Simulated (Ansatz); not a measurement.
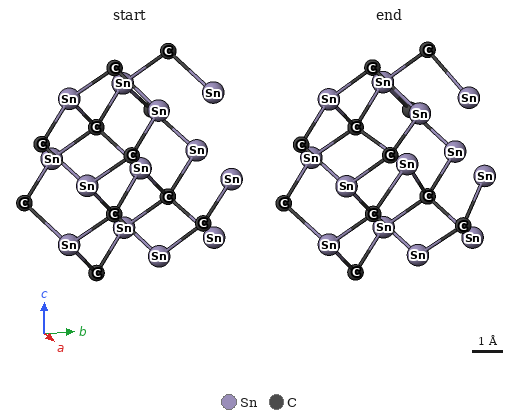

The structure of a defect cell of composition Sn32C31 (cell charge −4) before (left) and after (right) a relaxation, at one scale.

A ball-and-stick model of the atoms within 4.2 Å of the atom that moves most (axes of the cell of the calculation (origin shifted)), seen slightly off an axis.

These are results of Ansatz, DFT, PBEsol, PAW, plane waves, not measurements. (plane-wave cutoff 420 eV; k-point mesh 1 × 1 × 1; mesh shifted by (0.25, 0.25, 0.25); no spin polarisation; atoms relaxed in a fixed cell; force threshold 0.03 eV/Å; at most 80 steps)

Question: Describe what moved and what it gained.

Answer: After 4 geometry steps the energy has fallen by 2.309 eV per cell of the calculation. Largest force component: 1.9 eV/Å at the start, 0.018 eV/Å at the end. A Sn atom moves most: 0.34 Å roughly along [1 1 1]. By element the largest moves are Sn 0.34 Å, C 0.08 Å. The cell doesn't change. Among the contacts that change: C–Sn 2.155 → 2.307 Å, C–Sn 2.192 → 2.308 Å, C–Sn 2.173 → 2.283 Å, C–Sn 2.197 → 2.283 Å. Bond angles that change, for instance: C–Sn–C 110.6° → 100.7°, Sn–C–Sn 108.2° → 117.5°, C–Sn–C 109.3° → 100.6°. The run took 3.7 s on 1 × NVIDIA GB200 with 8 threads of Arm Neoverse-V2, peak memory 1.9 GiB.

Limits of the set-up: the cell is charged, on a uniform background, and energies carry no finite-size correction.
